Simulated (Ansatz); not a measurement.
The end point of a relaxation of GaN. These are PBE (plane waves to 420 eV, PAW, scalar-relativistic; Ansatz, a first-principles code) values and carry that method's errors.

P6₃mc (No. 186), hP8, AFLOW prototype AB_hP8_186_ab_ab (B5, as in SiC); a = b = 3.217 Å, c = 10.495 Å, α = β = 90.00°, γ = 120.00°.

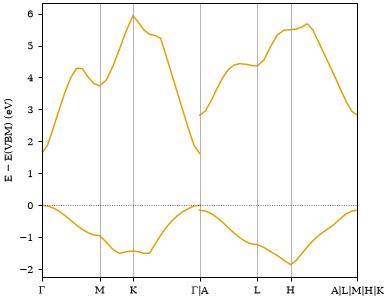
Highest filled and lowest empty band along the path of this cell's Brillouin zone

Read off the gap and say whether it is direct.

1.62 eV, direct at Γ (no spin-orbit coupling).

How far does the top valence band disperse along this path?

About 1.9 eV.

No spin polarisation in the result.

The run could not lose the symmetry of its start; a randomly shaken copy of 8 atoms returns to this structure.

The first start was generated by placing the elements on the sites of a structure type. A measured structure of GaN has the same space group, P6₃mc (No. 186); the sites were not compared with it.
